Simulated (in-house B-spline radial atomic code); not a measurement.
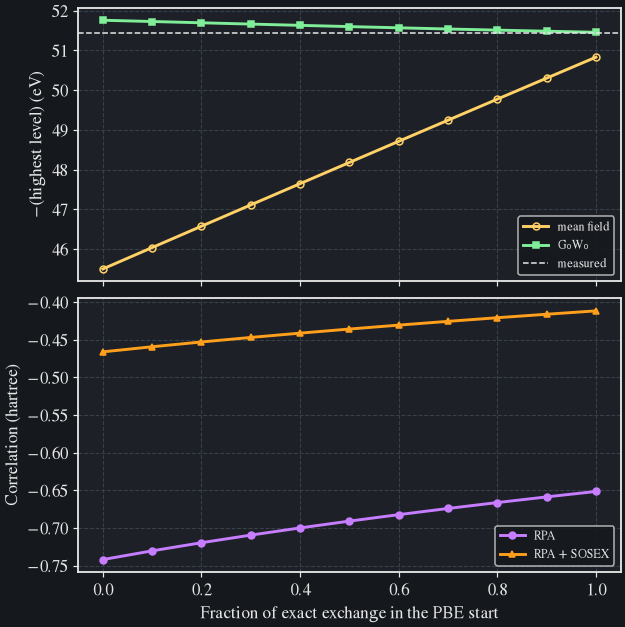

G₀W₀ and RPA for P³⁺ ([Ne] 3s²) as exact exchange is mixed into the PBE start. All-electron spherical atom, non-relativistic, no spin-orbit coupling, Breit or QED terms; computed with a B-spline radial code.

How do the results depend on the fraction of exact exchange?

The mean-field binding energy of 3s runs from 45.50 eV at fraction 0 to 50.83 eV at 1, the G₀W₀ value only from 51.76 to 51.46 eV. The two curves don't cross in this range. The measured removal energy is 51.44 eV. The RPA correlation energy goes from −0.7418 to −0.6513 hartree, and with SOSEX from −0.4659 to −0.4115.
